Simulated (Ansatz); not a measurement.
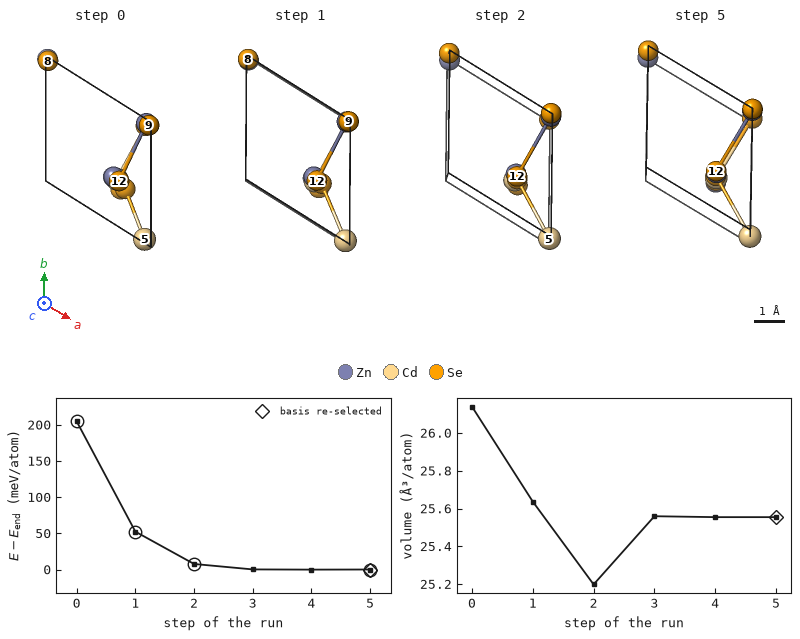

Frames of a relaxation of a crystal of Zn$_{2}$CdSe$_{3}$ (a generated structure, set up in P1) (coarse preliminary run), marked on the history of the run. Style: ball-and-stick. Shown: the cell of the calculation, along the c axis.

All numbers below come from DFT PBE, scalar-relativistic, plane waves, PAW (Ansatz 0.2.0).

Input
```yaml
crystal:
  lattice:
    - [4.2459077252, -0.0880854074, 0.0451458328]
    - [-2.1992380631, 3.6614343746, -0.0947893073]
    - [0.2240234895, -0.4137909969, 20.4417637087]
  atoms:
    - { symbol: Zn, position: [0.0176216403, -0.0167795685, 0.1535252932] }
    - { symbol: Zn, position: [-0.0435039788, -0.033191639, 0.8379918766] }
    - { symbol: Zn, position: [0.6466150518, 0.3744290537, 0.6761714417] }
    - { symbol: Zn, position: [0.6417235129, 0.3723315582, 1.0056325793] }
    - { symbol: Cd, position: [-0.0609068015, 0.0302435117, 0.5088520391] }
    - { symbol: Cd, position: [0.6776741556, 0.3722086553, 0.3246098881] }
    - { symbol: Se, position: [-0.0481495614, -0.0549612946, 0.2679967977] }
    - { symbol: Se, position: [0.0220665057, -0.0263141255, 0.6375252551] }
    - { symbol: Se, position: [-0.0182278185, -0.0343132292, 0.9587499885] }
    - { symbol: Se, position: [0.7123165592, 0.3115570696, 0.1249805876] }
    - { symbol: Se, position: [0.7552577186, 0.3359568427, 0.4578044564] }
    - { symbol: Se, position: [0.6975130161, 0.3688331655, 0.7978817967] }
basis:
  ecutwfc: 420
kpoints:
  mp_grid: { grid: [6, 6, 1] }
hamiltonian:
  xc: pbe
scf:
  occupations: { method: gaussian, width: 0.1 }
  lower_state_search: "off"
output:
  forces: true
  stress: true
  eigenvalues: true
relax:
  adjacent_minimum: "off"
  f_tol: 0.025
  max_steps: 60
  cell: { stress_tol: 0.25 }
```

Launched with:
```bash
ansatz run input.yaml --threads 4 --pin off --max-ram 8192MiB --backend cpu --events-out ev --progress --plain --runs-dir out
```

> What happens along the run?

The atom that moves furthest relative to the cell is Se11 (0.37 Å along −a). Largest moves by element: Se 0.37 Å, Cd 0.33 Å, Zn 0.30 Å. The drawn cell changes as follows: a 4.247 → 4.147 Å (−2.3 %), b 4.272 → 4.148 Å (−2.9 %), c 20.447 → 20.587 Å (+0.7 %), α 92.6° → 90.0°, β 88.7° → 90.0°, γ 122.2° → 120.0°; the volume changes by −2.2 %. Some distances before and after: Cd5–Se11 3.155 → 2.627 Å, Cd5–Se11 (another image) 2.156 → 2.628 Å, Zn3–Se8 2.971 → 2.522 Å, Zn4–Se9 2.913 → 2.522 Å. Among the angles between lasting bonds that change: Se8–Cd5–Se11 132.1° → 114.5°, Se11–Cd5–Se11 87.5° → 104.2°, Cd5–Se11–Cd5 87.5° → 104.2°. The space group stays P1 (No. 1). After 4 accepted moves (5 points after the start) the energy has fallen by 205 meV per atom. Largest force component: 4.7 eV/Å at the start, 0.023 eV/Å at the end. Pressure: 1.99 GPa at the start and 0.01 GPa at the end. At 1 point the geometry stayed and the basis and grid were re-selected for the new cell (energy shift of 0.2 meV per atom at most each time). The run took 2.5 min on 4 threads of Arm Neoverse V2, with other jobs on the host, peak memory 1.4 GiB. From step 0 to 1: Se11 moves most (0.19 Å), volume −1.9 %, energy −152 meV per atom. From step 1 to 2: Se11 moves most (0.19 Å), volume −1.7 %, energy −44.7 meV per atom. From step 2 to 5: Se10 moves most (0.15 Å), volume +1.4 %, energy −7.6 meV per atom.
